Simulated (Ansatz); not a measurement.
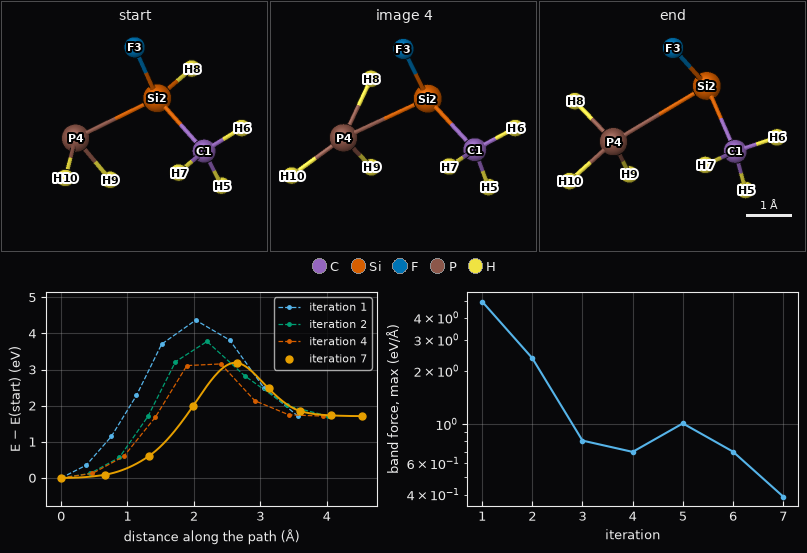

NEB run on CH₆FPSi. Images are numbered from 0 (start) to 8 (end). The plot follows the band through its iterations. The picture is a ball-and-stick view, seen at a tilt.

Level of theory: UKS B3LYP-D4/def2-SVP (Ansatz 0.2.0). Settings: 7 movable images; climbing image; force threshold 0.5 eV/Å; iteration limit 59; starting path through a guess of the saddle point.

Q: How did the profile develop, and is the result final?

A: The run met only a loose threshold, so the barrier can't be trusted yet. The band converged in 7 iterations. The largest component of the band force went from 4.9 to 0.39 eV/Å. The climbing image converged on the top of the path. Its curvatures weren't checked. The force threshold is so loose that the height of the top is at best an upper bound. The first iteration put the highest image at 4.37 eV. The highest point, image 4, lies 3.19 eV above the start and 1.47 eV above the end; the end is at +1.71 eV relative to the start.

The run took 3 min on 2 threads of Intel(R) Xeon(R) Platinum 8259CL CPU @ 2.50GHz (Skylake/Cascade Lake), on a shared host, peak memory 0.31 GiB.
